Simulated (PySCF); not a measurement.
# CH5GeO (SMILES [CH3][GeH][OH]): USVWN5/cc-pVDZ

What is the vertical doublet–quartet gap of CH5GeO at USVWN5/cc-pVDZ? 

The calculation is run with PySCF 2.14.0.

2 further runs of the same task are left out: 2 set aside as unsound or not needed.

### Step 1. The molecule

CH5GeO: 8 atoms, total charge 0, spin state doublet. As SMILES, `[CH3][GeH][OH]`. Geometry: relaxed at PBE0-D4/def2-TZVP. This is one conformer, not always the lowest.

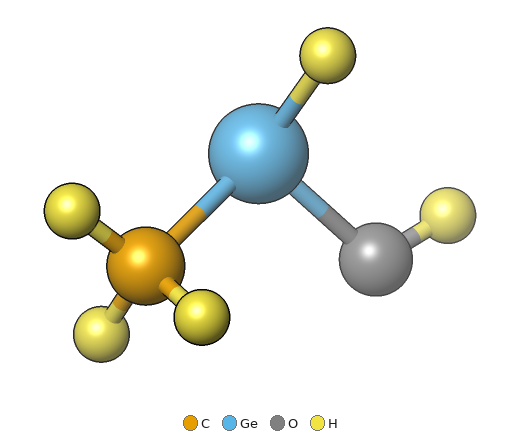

The structure, seen from a chosen angle (carbon amber, germanium blue, oxygen grey, hydrogen yellow).

### Step 2. The energy at USVWN5/cc-pVDZ

run.py

```python
# [CH3][GeH][OH]
from pyscf import gto, dft

system = gto.Mole()
system.atom = '''
C     -0.669700     0.837400    -0.542800
Ge     0.882200    -0.278900    -0.139000
O      0.160100    -1.768900     0.546400
H     -0.349800     1.807700    -0.923500
H     -1.247600     0.978300     0.373300
H     -1.296000     0.347300    -1.287700
H      1.802100     0.357700     0.954000
H      0.810900    -2.337900     0.963600
'''
system.max_memory = 1860
system.verbose = 3
system.spin = 1
system.basis = 'cc-pvdz'
system.build()

mf = dft.UKS(system, xc='svwn')
mf.conv_tol = 1e-10
mf.grids.level = 5
mf.kernel()
if not mf.converged:
    mf = mf.newton().run(mf.mo_coeff, mf.mo_occ)

e_final = mf.e_tot
print('E(%s) = %.9f' % ('SVWN5', e_final))
```

Launch:

```bash
$ OMP_NUM_THREADS=1 python run.py
```

Log:

```text
converged SCF energy = -2189.19886058767  <S^2> = 0.75065422  2S+1 = 2.0006541
E(SVWN5) = -2189.198860588
```

Wall time 20 s (1 thread of Arm Neoverse V1, shared host); peak memory 0.27 GiB.

### Step 3. The quartet, same level

input.xyz

```xyz
8

C     -0.669700     0.837400    -0.542800
Ge     0.882200    -0.278900    -0.139000
O      0.160100    -1.768900     0.546400
H     -0.349800     1.807700    -0.923500
H     -1.247600     0.978300     0.373300
H     -1.296000     0.347300    -1.287700
H      1.802100     0.357700     0.954000
H      0.810900    -2.337900     0.963600
```

calc.py

```python
from pyscf import gto, dft

system = gto.M(
    atom='input.xyz',
    verbose=4,
    basis='cc-pvdz',
    spin=3,
    max_memory=1860,
)

ks = dft.UKS(system)
ks.xc = 'svwn'
ks.conv_tol = 1e-10
ks.grids.level = 5
ks.kernel()
if not ks.converged:
    ks = ks.newton().run(ks.mo_coeff, ks.mo_occ)

e_tot = ks.e_tot
print('Final energy', e_tot)
```

Launch:

```bash
$ OMP_NUM_THREADS=1 python calc.py
```

Log:

```text
PySCF version 2.14.0

[... 59 lines left out ...]
[... the frontier-level lines of each cycle are left out ...]
[... 11 lines left out ...]
[... 11 lines left out ...]
[... 11 lines left out ...]
[... 11 lines left out ...]
[... 11 lines left out ...]
[... 11 lines left out ...]
[... 5 lines left out ...]

cycle= 14 E= -2188.95252475386  delta_E= -1.39e-10  |g|= 1.83e-05  |ddm|= 8.71e-05


cycle= 15 E= -2188.95252475411  delta_E= -2.56e-10  |g|= 3.07e-06  |ddm|= 4.05e-05


cycle= 16 E= -2188.95252475413  delta_E= -1.68e-11  |g|= 5.6e-07  |ddm|= 8.19e-06


Extra cycle  E= -2188.95252475409  delta_E= 3.32e-11  |g|= 6.7e-06  |ddm|= 9.64e-06
converged SCF energy = -2188.95252475409  <S^2> = 3.7523496  2S+1 = 4.0011746
Final energy -2188.9525247540946
```

It took 26 s on 1 thread of Arm Neoverse V1, shared host; peak memory 0.27 GiB.

### Step 4. Results

At USVWN5/cc-pVDZ:

| quantity | value |
| --- | --- |
| doublet: total energy | -2189.19886 Eh |
| doublet: dipole moment | 0.62 D |
| doublet: HOMO energy (highest over α and β) | -4.32 eV |
| doublet: LUMO energy (lowest over α and β) | -3.40 eV |
| doublet: ⟨S²⟩ | 0.751 |
| quartet: total energy | -2188.95252 Eh |
| quartet: dipole moment | 1.66 D |
| quartet: HOMO energy (highest over α and β) | -0.93 eV |
| quartet: ⟨S²⟩ | 3.752 |
| vertical energy of the quartet above the doublet | 6.703 eV |

At this shape the quartet lies 6.70 eV (647 kJ/mol) above the doublet.
